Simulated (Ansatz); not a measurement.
# Molecular dynamics of BSiH7O (part 5 of 5)

The same run, continued: BSiH7O; RKS PBE-D4/def2-SVP (Ansatz 0.2.0). It belongs to a series of runs on one base structure; here: dynamics from the highest image of the converged band.

Geometry of the input (Å):
```
B  0.1648  0.2302  0.3381
O  -0.1845  -0.5710  1.6797
H  -1.1268  -0.8225  1.6228
H  1.3430  0.1110  0.0604
H  -0.6769  0.1095  -0.5366
Si 0.0644  2.3572  0.7539
H  1.0633  2.9340  1.7234
H  0.4587  2.7526  -0.6433
H  -1.2832  2.9661  1.0569
H  -0.2104  0.6877  1.6175
```

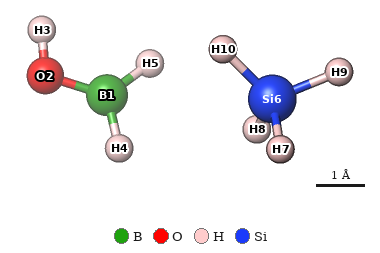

*The geometry at step 168 of the log (ball-and-stick view, seen at a tilt; atoms are numbered from 1 in the order of the input).*

**Trajectory as extended XYZ, continued**
```
10
Properties=species:S:1:pos:R:3:forces:R:3 step=136 time_fs=68.0 energy=-10702.42465 temperature=1390.8
B     0.0633   -0.5488    0.6007   -1.1067  -1.8835   2.0930
O    -0.1487   -1.4926    1.6320    0.8565   0.8482  -1.2890
H    -1.0374   -1.8829    1.6540   -0.2607   0.2930   0.0098
H     1.2260   -0.2856    0.4798    0.2050   0.4253  -0.2974
H    -0.9605   -0.1795    0.0583    0.2926   0.2765  -0.5100
Si    0.0880    3.1349    0.6730   -0.3174  -0.2098   0.2264
H     1.2303    3.7032    1.4350    0.2676   0.5163  -0.1919
H     0.5541    2.2898   -0.4601    0.1033  -0.1301  -0.0901
H    -0.9966    4.0373    0.1776    0.1876   0.4202  -0.0743
H    -0.5863    2.3699    1.7498   -0.2278  -0.5562   0.1234
10
Properties=species:S:1:pos:R:3:forces:R:3 step=139 time_fs=69.5 energy=-10702.49447 temperature=1458.1
B     0.0583   -0.5791    0.6168   -1.0191  -1.5621   1.4173
O    -0.1470   -1.5249    1.6310    0.7043   0.7946  -1.1052
H    -1.0416   -1.9007    1.6539   -0.2621   0.2398   0.0378
H     1.2194   -0.3067    0.4636    0.1511   0.3763  -0.1596
H    -0.9468   -0.1971    0.0208    0.4132   0.1241  -0.1827
Si    0.0894    3.1624    0.6682   -0.3465  -0.5557   0.6253
H     1.2439    3.7445    1.4313    0.0679   0.3575  -0.3273
H     0.5556    2.2853   -0.4683   -0.0350   0.0783   0.1988
H    -0.9880    4.0780    0.1823    0.2004   0.3971  -0.1381
H    -0.6251    2.4177    1.7889    0.1257  -0.2499  -0.3662
10
Properties=species:S:1:pos:R:3:forces:R:3 step=141 time_fs=70.5 energy=-10702.52283 temperature=1485.5
B     0.0539   -0.6010    0.6292   -0.7794  -1.2019   0.8337
O    -0.1453   -1.5459    1.6295    0.4479   0.6334  -0.8970
H    -1.0476   -1.9096    1.6543   -0.1390   0.2396   0.0579
H     1.2169   -0.3163    0.4507    0.0107   0.2969  -0.0342
H    -0.9329   -0.2072   -0.0069    0.4480   0.0124   0.0478
Si    0.0902    3.1806    0.6652   -0.3594  -0.6830   0.8458
H     1.2540    3.7765    1.4251   -0.0721   0.2375  -0.4058
H     0.5564    2.2830   -0.4717   -0.1115   0.2009   0.3505
H    -0.9799    4.1099    0.1839    0.2228   0.3486  -0.1646
H    -0.6499    2.4463    1.8112    0.3320  -0.0844  -0.6342
10
Properties=species:S:1:pos:R:3:forces:R:3 step=144 time_fs=72.0 energy=-10702.53390 temperature=1496.3
B     0.0460   -0.6358    0.6490   -0.2324  -0.5000  -0.1590
O    -0.1424   -1.5767    1.6263   -0.0326   0.2571  -0.4589
H    -1.0585   -1.9187    1.6561    0.1040   0.2329   0.0898
H     1.2128   -0.3255    0.4312   -0.2377   0.1389   0.1818
H    -0.9041   -0.2223   -0.0469    0.3883  -0.1376   0.3548
Si    0.0911    3.2074    0.6613   -0.3842  -0.6871   1.0542
H     1.2675    3.8284    1.4083   -0.2350   0.0692  -0.4726
H     0.5554    2.2833   -0.4704   -0.1839   0.3186   0.4729
H    -0.9636    4.1638    0.1833    0.2683   0.2359  -0.1833
H    -0.6808    2.4878    1.8329    0.5452   0.0721  -0.8797
10
Properties=species:S:1:pos:R:3:forces:R:3 step=147 time_fs=73.5 energy=-10702.52560 temperature=1488.4
B     0.0377   -0.6716    0.6685    0.3852   0.2873  -1.1549
O    -0.1394   -1.6071    1.6224   -0.4150  -0.1812   0.0899
H    -1.0674   -1.9229    1.6597    0.2223   0.1498   0.1255
H     1.2038   -0.3318    0.4156   -0.3859  -0.0176   0.3876
H    -0.8672   -0.2404   -0.0794    0.1846  -0.2368   0.5601
Si    0.0917    3.2337    0.6582   -0.4234  -0.4903   1.1071
H     1.2761    3.8819    1.3815   -0.3028  -0.0593  -0.4604
H     0.5506    2.2903   -0.4592   -0.1979   0.3322   0.4528
H    -0.9416    4.2228    0.1787    0.3078   0.0960  -0.1858
H    -0.7001    2.5308    1.8359    0.6251   0.1199  -0.9220
10
Properties=species:S:1:pos:R:3:forces:R:3 step=149 time_fs=74.5 energy=-10702.51966 temperature=1482.7
B     0.0325   -0.6952    0.6803    0.7610   0.7820  -1.7306
O    -0.1378   -1.6275    1.6199   -0.5480  -0.4592   0.4733
H    -1.0709   -1.9238    1.6636    0.1803   0.0456   0.1511
H     1.1933   -0.3360    0.4095   -0.3806  -0.0973   0.4951
H    -0.8402   -0.2552   -0.0946   -0.0205  -0.2635   0.6191
Si    0.0919    3.2511    0.6566   -0.4484  -0.2678   1.0562
H     1.2783    3.9170    1.3581   -0.2868  -0.1150  -0.4073
H     0.5450    2.2989   -0.4462   -0.1749   0.2795   0.3623
H    -0.9232    4.2634    0.1735    0.3185   0.0008  -0.1839
H    -0.7056    2.5608    1.8269    0.5993   0.0949  -0.8353
10
Properties=species:S:1:pos:R:3:forces:R:3 step=152 time_fs=76.0 energy=-10702.51019 temperature=1473.4
B     0.0261   -0.7292    0.6951    1.1854   1.3465  -2.3243
O    -0.1359   -1.6586    1.6167   -0.5911  -0.7970   0.9829
H    -1.0732   -1.9247    1.6722   -0.0046  -0.1406   0.1850
H     1.1712   -0.3442    0.4095   -0.2009  -0.1556   0.5853
H    -0.8007   -0.2819   -0.1065   -0.3950  -0.2380   0.5784
Si    0.0920    3.2769    0.6549   -0.4483   0.1715   0.8385
H     1.2767    3.9676    1.3160   -0.1754  -0.1507  -0.2698
H     0.5337    2.3166   -0.4207   -0.0991   0.1179   0.1312
H    -0.8901    4.3242    0.1623    0.2966  -0.1268  -0.1818
H    -0.7034    2.6073    1.7991    0.4324  -0.0272  -0.5256
10
Properties=species:S:1:pos:R:3:forces:R:3 step=155 time_fs=77.5 energy=-10702.48562 temperature=1449.6
B     0.0220   -0.7606    0.7052    1.3657   1.5648  -2.4797
O    -0.1348   -1.6908    1.6148   -0.5928  -0.9837   1.3087
H    -1.0755   -1.9286    1.6848   -0.1490  -0.2864   0.1942
H     1.1450   -0.3556    0.4220    0.1490  -0.1281   0.5770
H    -0.7697   -0.3138   -0.1061   -0.7780  -0.1458   0.4065
Si    0.0917    3.3029    0.6538   -0.3503   0.6804   0.4358
H     1.2715    4.0149    1.2682    0.0146  -0.1380  -0.0864
H     0.5202    2.3366   -0.3925    0.0045  -0.1006  -0.1586
H    -0.8506    4.3822    0.1472    0.2222  -0.2205  -0.1846
H    -0.6922    2.6530    1.7602    0.1141  -0.2423  -0.0130
10
Properties=species:S:1:pos:R:3:forces:R:3 step=157 time_fs=78.5 energy=-10702.45847 temperature=1423.5
B     0.0208   -0.7798    0.7092    1.3286   1.4935  -2.3376
O    -0.1345   -1.7130    1.6145   -0.6441  -0.9992   1.3879
H    -1.0787   -1.9344    1.6955   -0.1334  -0.3338   0.1744
H     1.1289   -0.3647    0.4372    0.4254  -0.0687   0.5213
H    -0.7578   -0.3368   -0.1007   -0.9809  -0.0685   0.2603
Si    0.0914    3.3204    0.6533   -0.2177   0.9986   0.0834
H     1.2679    4.0449    1.2350    0.1577  -0.1158   0.0429
H     0.5112    2.3491   -0.3752    0.0694  -0.2357  -0.3348
H    -0.8216    4.4184    0.1349    0.1451  -0.2597  -0.1890
H    -0.6829    2.6809    1.7335   -0.1501  -0.4107   0.3911
10
Properties=species:S:1:pos:R:3:forces:R:3 step=160 time_fs=80.0 energy=-10702.42867 temperature=1395.1
B     0.0211   -0.8061    0.7114    1.0700   1.1445  -1.8769
O    -0.1349   -1.7475    1.6156   -0.7760  -0.8407   1.2960
H    -1.0854   -1.9491    1.7145    0.0414  -0.3388   0.1019
H     1.1130   -0.3794    0.4691    0.7658   0.0396   0.3921
H    -0.7579   -0.3725   -0.0884   -1.1048   0.0209   0.0925
Si    0.0907    3.3475    0.6525    0.0293   1.2974  -0.4398
H     1.2657    4.0877    1.1863    0.3404  -0.0938   0.2156
H     0.4990    2.3634   -0.3556    0.1263  -0.3445  -0.4881
H    -0.7756    4.4680    0.1131   -0.0001  -0.2845  -0.1962
H    -0.6724    2.7149    1.7015   -0.4922  -0.6000   0.9029
10
Properties=species:S:1:pos:R:3:forces:R:3 step=163 time_fs=81.5 energy=-10702.45992 temperature=1425.2
B     0.0236   -0.8302    0.7098    0.6947   0.6961  -1.3184
O    -0.1362   -1.7830    1.6184   -0.8140  -0.4854   0.9925
H    -1.0912   -1.9711    1.7356    0.2196  -0.3095   0.0016
H     1.1132   -0.3934    0.5094    0.8257   0.0911   0.2515
H    -0.7813   -0.4078   -0.0738   -0.9288   0.0336   0.0777
Si    0.0901    3.3755    0.6514    0.2044   1.2218  -0.7264
H     1.2707    4.1284    1.1422    0.4198  -0.1218   0.3338
H     0.4894    2.3705   -0.3462    0.1125  -0.2838  -0.4515
H    -0.7298    4.5115    0.0871   -0.1597  -0.2775  -0.1975
H    -0.6720    2.7364    1.6883   -0.5742  -0.5648   1.0367
10
Properties=species:S:1:pos:R:3:forces:R:3 step=165 time_fs=82.5 energy=-10702.51172 temperature=1474.9
B     0.0260   -0.8454    0.7072    0.4575   0.4275  -0.9533
O    -0.1378   -1.8071    1.6211   -0.7074  -0.1737   0.7079
H    -1.0928   -1.9894    1.7499    0.2446  -0.2920  -0.0612
H     1.1231   -0.4017    0.5395    0.6562   0.0622   0.1613
H    -0.8082   -0.4310   -0.0631   -0.6533   0.0021   0.1496
Si    0.0898    3.3947    0.6504    0.2412   0.9593  -0.7218
H     1.2790    4.1542    1.1167    0.3966  -0.1768   0.3761
H     0.4843    2.3718   -0.3454    0.0694  -0.1577  -0.3334
H    -0.7009    4.5371    0.0674   -0.2601  -0.2629  -0.1907
H    -0.6786    2.7439    1.6918   -0.4447  -0.3880   0.8654
10
Properties=species:S:1:pos:R:3:forces:R:3 step=168 time_fs=84.0 energy=-10702.56747 temperature=1528.2
B     0.0305   -0.8676    0.7019    0.1677   0.0923  -0.3977
O    -0.1408   -1.8433    1.6258   -0.3418   0.3328   0.2216
H    -1.0909   -2.0222    1.7700    0.1095  -0.2780  -0.1309
H     1.1487   -0.4133    0.5872    0.1746  -0.0606   0.0174
H    -0.8592   -0.4659   -0.0441   -0.1118  -0.0609   0.2932
Si    0.0895    3.4241    0.6484    0.2263   0.4110  -0.5168
H     1.2982    4.1894    1.0851    0.2612  -0.2980   0.3926
H     0.4779    2.3714   -0.3496   -0.0165   0.0912  -0.0896
H    -0.6624    4.5710    0.0344   -0.3818  -0.2404  -0.1625
H    -0.6956    2.7491    1.7114   -0.0874   0.0105   0.3727
10
Properties=species:S:1:pos:R:3:forces:R:3 step=171 time_fs=85.5 energy=-10702.53493 temperature=1497.0
B     0.0352   -0.8896    0.6957   -0.0767  -0.2125   0.2125
O    -0.1443   -1.8791    1.6309    0.1218   0.7918  -0.2471
H    -1.0869   -2.0610    1.7874   -0.1080  -0.2620  -0.1790
H     1.1781   -0.4262    0.6353   -0.3524  -0.2040  -0.1511
H    -0.9127   -0.5020   -0.0188    0.4140  -0.0881   0.3675
Si    0.0893    3.4538    0.6460    0.2158  -0.0880  -0.2685
H     1.3229    4.2181    1.0619    0.0586  -0.4230   0.3723
H     0.4710    2.3729   -0.3558   -0.0913   0.3174   0.1391
H    -0.6322    4.5996   -0.0020   -0.4517  -0.2304  -0.1074
H    -0.7145    2.7544    1.7391    0.2700   0.3989  -0.1384
10
Properties=species:S:1:pos:R:3:forces:R:3 step=173 time_fs=86.5 energy=-10702.47483 temperature=1439.3
B     0.0383   -0.9045    0.6918   -0.2388  -0.4226   0.6437
O    -0.1466   -1.9024    1.6341    0.3609   1.0234  -0.5002
H    -1.0852   -2.0900    1.7969   -0.1865  -0.2335  -0.2155
H     1.1941   -0.4370    0.6658   -0.6174  -0.2717  -0.2707
H    -0.9441   -0.5270    0.0023    0.6809  -0.0704   0.3450
Si    0.0893    3.4736    0.6443    0.2275  -0.3155  -0.1470
H     1.3404    4.2324    1.0510   -0.0786  -0.4843   0.3491
H     0.4655    2.3774   -0.3586   -0.1218   0.4174   0.2464
H    -0.6173    4.6159   -0.0276   -0.4660  -0.2337  -0.0550
H    -0.7244    2.7623    1.7566    0.4400   0.5909  -0.3957
10
Properties=species:S:1:pos:R:3:forces:R:3 step=176 time_fs=88.0 energy=-10702.38829 temperature=1356.1
B     0.0425   -0.9275    0.6870   -0.4877  -0.7527   1.2768
O    -0.1496   -1.9362    1.6383    0.5022   1.2168  -0.7450
H    -1.0858   -2.1375    1.8071   -0.1098  -0.1489  -0.2935
H     1.2068   -0.4583    0.7063   -0.7992  -0.3006  -0.4361
H    -0.9785   -0.5658    0.0398    0.8937   0.0107   0.1993
Si    0.0894    3.5030    0.6416    0.2549  -0.4741  -0.0554
H     1.3648    4.2451    1.0407   -0.2436  -0.5186   0.3105
H     0.4550    2.3917   -0.3582   -0.1313   0.4637   0.3149
H    -0.6033    4.6362   -0.0668   -0.4433  -0.2479   0.0418
H    -0.7310    2.7849    1.7753    0.5640   0.7515  -0.6133
10
Properties=species:S:1:pos:R:3:forces:R:3 step=179 time_fs=89.5 energy=-10702.35963 temperature=1328.3
B     0.0458   -0.9521    0.6849   -0.7237  -1.0870   1.8272
O    -0.1519   -1.9684    1.6415    0.4593   1.2357  -0.8379
H    -1.0885   -2.1882    1.8110    0.1051  -0.0344  -0.3779
H     1.2026   -0.4858    0.7375   -0.6927  -0.2325  -0.5555
H    -0.9941   -0.6042    0.0815    0.8517   0.1442  -0.0553
Si    0.0897    3.5321    0.6389    0.2736  -0.4342  -0.0661
H     1.3842    4.2467    1.0371   -0.3259  -0.4728   0.2751
H     0.4417    2.4158   -0.3512   -0.0986   0.3773   0.2669
H    -0.5987    4.6511   -0.1051   -0.3810  -0.2573   0.1478
H    -0.7258    2.8235    1.7811    0.5323   0.7610  -0.6243
10
Properties=species:S:1:pos:R:3:forces:R:3 step=181 time_fs=90.5 energy=-10702.37539 temperature=1343.4
B     0.0472   -0.9696    0.6854   -0.8605  -1.3004   2.1165
O    -0.1531   -1.9889    1.6431    0.4305   1.1804  -0.8421
H    -1.0894   -2.2226    1.8092    0.2141   0.0322  -0.4131
H     1.1915   -0.5070    0.7518   -0.4691  -0.1368  -0.5976
H    -0.9943   -0.6282    0.1090    0.6847   0.2509  -0.2635
Si    0.0900    3.5514    0.6371    0.2830  -0.3143  -0.1304
H     1.3933    4.2421    1.0381   -0.3245  -0.3989   0.2552
H     0.4317    2.4365   -0.3433   -0.0572   0.2510   0.1762
H    -0.6004    4.6579   -0.1290   -0.3268  -0.2504   0.2141
H    -0.7159    2.8583    1.7775    0.4258   0.6863  -0.5152
10
Properties=species:S:1:pos:R:3:forces:R:3 step=184 time_fs=92.0 energy=-10702.41934 temperature=1385.5
B     0.0478   -0.9982    0.6898   -1.0162  -1.5615   2.3849
O    -0.1545   -2.0183    1.6444    0.4925   1.0411  -0.7947
H    -1.0869   -2.2734    1.7991    0.2119   0.0820  -0.4101
H     1.1673   -0.5410    0.7625    0.0266   0.0552  -0.5998
H    -0.9831   -0.6595    0.1448    0.2851   0.4096  -0.5808
Si    0.0907    3.5800    0.6342    0.3158  -0.0302  -0.3283
H     1.4013    4.2283    1.0441   -0.2380  -0.2353   0.2312
H     0.4157    2.4716   -0.3287    0.0214  -0.0132  -0.0199
H    -0.6085    4.6639   -0.1609   -0.2395  -0.2076   0.2920
H    -0.6940    2.9224    1.7636    0.1404   0.4600  -0.1745
10
Properties=species:S:1:pos:R:3:forces:R:3 step=187 time_fs=93.5 energy=-10702.45136 temperature=1416.6
B     0.0464   -1.0298    0.6989   -1.0795  -1.6252   2.3761
O    -0.1551   -2.0464    1.6447    0.6513   0.8472  -0.6809
H    -1.0801   -2.3226    1.7802    0.0328   0.0652  -0.3469
H     1.1437   -0.5737    0.7604    0.5177   0.2282  -0.5423
H    -0.9657   -0.6821    0.1682   -0.1223   0.5105  -0.8068
Si    0.0916    3.6087    0.6311    0.3943   0.2882  -0.6491
H     1.4043    4.2095    1.0550   -0.0745  -0.0356   0.2099
H     0.4002    2.5063   -0.3145    0.0953  -0.2963  -0.2228
H    -0.6218    4.6654   -0.1865   -0.1573  -0.1198   0.3302
H    -0.6692    2.9963    1.7461   -0.2578   0.1376   0.3325
10
Properties=species:S:1:pos:R:3:forces:R:3 step=189 time_fs=94.5 energy=-10702.46941 temperature=1434.2
B     0.0442   -1.0528    0.7076   -1.0410  -1.4537   2.1620
O    -0.1550   -2.0644    1.6443    0.7221   0.6628  -0.5470
H    -1.0749   -2.3546    1.7634   -0.0987   0.0375  -0.2883
H     1.1335   -0.5930    0.7525    0.6925   0.2728  -0.4824
H    -0.9550   -0.6911    0.1745   -0.2748   0.5058  -0.8452
Si    0.0924    3.6278    0.6288    0.4586   0.4321  -0.8834
H     1.4052    4.1963    1.0649    0.0487   0.0969   0.1914
H     0.3909    2.5263   -0.3074    0.1256  -0.4408  -0.3132
H    -0.6327    4.6648   -0.1997   -0.1096  -0.0385   0.3297
H    -0.6552    3.0476    1.7378   -0.5233  -0.0749   0.6764
10
Properties=species:S:1:pos:R:3:forces:R:3 step=192 time_fs=96.0 energy=-10702.52011 temperature=1483.2
B     0.0393   -1.0894    0.7242   -0.8228  -0.7619   1.4671
O    -0.1541   -2.0908    1.6433    0.6200   0.2346  -0.2251
H    -1.0690   -2.4019    1.7332   -0.1583   0.0229  -0.1967
H     1.1304   -0.6174    0.7321    0.5878   0.1768  -0.3611
H    -0.9438   -0.6959    0.1691   -0.2265   0.3520  -0.6854
Si    0.0939    3.6569    0.6247    0.4953   0.3973  -1.0844
H     1.4077    4.1785    1.0830    0.1930   0.2614   0.1441
H     0.3792    2.5482   -0.3025    0.1257  -0.5168  -0.3219
H    -0.6508    4.6636   -0.2137   -0.0505   0.1046   0.2926
H    -0.6442    3.1228    1.7381   -0.7636  -0.2709   0.9708
10
Properties=species:S:1:pos:R:3:forces:R:3 step=195 time_fs=97.5 energy=-10702.58353 temperature=1543.9
B     0.0328   -1.1275    0.7437   -0.4293   0.3740   0.3685
O    -0.1525   -2.1168    1.6419    0.2422  -0.4059   0.2351
H    -1.0662   -2.4487    1.6988   -0.0149   0.0652  -0.0979
H     1.1394   -0.6381    0.7040    0.1530  -0.0655  -0.1862
H    -0.9372   -0.6934    0.1493    0.0492   0.0557  -0.3207
Si    0.0957    3.6863    0.6197    0.3850   0.0203  -0.9084
H     1.4141    4.1663    1.1042    0.2244   0.3586   0.0591
H     0.3701    2.5592   -0.3042    0.0744  -0.4018  -0.1724
H    -0.6701    4.6646   -0.2214   -0.0020   0.2484   0.2257
H    -0.6491    3.1926    1.7585   -0.6821  -0.2492   0.7974
10
Properties=species:S:1:pos:R:3:forces:R:3 step=197 time_fs=98.5 energy=-10702.59511 temperature=1554.9
B     0.0279   -1.1527    0.7572   -0.1147   1.2266  -0.4795
O    -0.1511   -2.1344    1.6411   -0.0700  -0.9032   0.5803
H    -1.0648   -2.4792    1.6745    0.1160   0.1034  -0.0201
H     1.1478   -0.6524    0.6829   -0.1693  -0.2382  -0.0423
H    -0.9325   -0.6907    0.1317    0.2384  -0.1656  -0.0398
Si    0.0971    3.7059    0.6161    0.2470  -0.3374  -0.5912
H     1.4211    4.1623    1.1191    0.1707   0.3842  -0.0201
H     0.3650    2.5616   -0.3076    0.0245  -0.2483  -0.0187
H    -0.6830    4.6681   -0.2237    0.0301   0.3288   0.1761
H    -0.6606    3.2360    1.7819   -0.4726  -0.1505   0.4554
10
Properties=species:S:1:pos:R:3:forces:R:3 step=200 time_fs=100.0 energy=-10702.53639 temperature=1498.5
B     0.0205   -1.1881    0.7765    0.3464   2.3537  -1.6723
O    -0.1492   -2.1620    1.6406   -0.4340  -1.5875   1.0533
H    -1.0603   -2.5229    1.6380    0.2070   0.1190   0.1108
H     1.1567   -0.6785    0.6508   -0.5109  -0.4193   0.1832
H    -0.9209   -0.6901    0.1054    0.3921  -0.4433   0.3233
Si    0.0994    3.7350    0.6102    0.0278  -0.8354  -0.0028
H     1.4343    4.1632    1.1408    0.0100   0.3796  -0.1597
H     0.3576    2.5614   -0.3125   -0.0496   0.0171   0.2172
H    -0.7017    4.6794   -0.2242    0.0884   0.4059   0.1122
H    -0.6855    3.2989    1.8239   -0.0772   0.0103  -0.1652
```
